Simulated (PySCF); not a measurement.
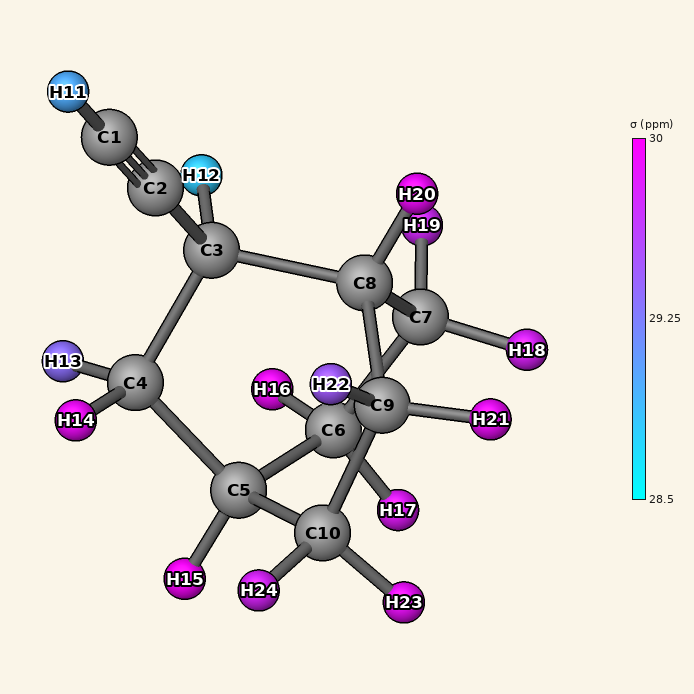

Atoms are coloured by their isotropic NMR shieldings (H only, the others grey). Computed geometry: PBE0-D3(BJ)/def2-SVP optimisation. No frequency run is at hand to confirm it as a minimum. Method: GIAO PBE0/pcSseg-1 NMR shielding, non-relativistic, IEF-PCM acetonitrile (PySCF 2.14.0).

List the isotropic NMR shieldings of the H atoms.

| atom | σ (ppm) |
| --- | --- |
| H11 | 28.98 |
| H12 | 28.80 |
| H13 | 29.34 |
| H14 | 29.93 |
| H15 | 29.98 |
| H16 | 29.94 |
| H17 | 29.85 |
| H18 | 29.81 |
| H19 | 29.75 |
| H20 | 29.93 |
| H21 | 29.92 |
| H22 | 29.46 |
| H23 | 29.90 |
| H24 | 29.79 |
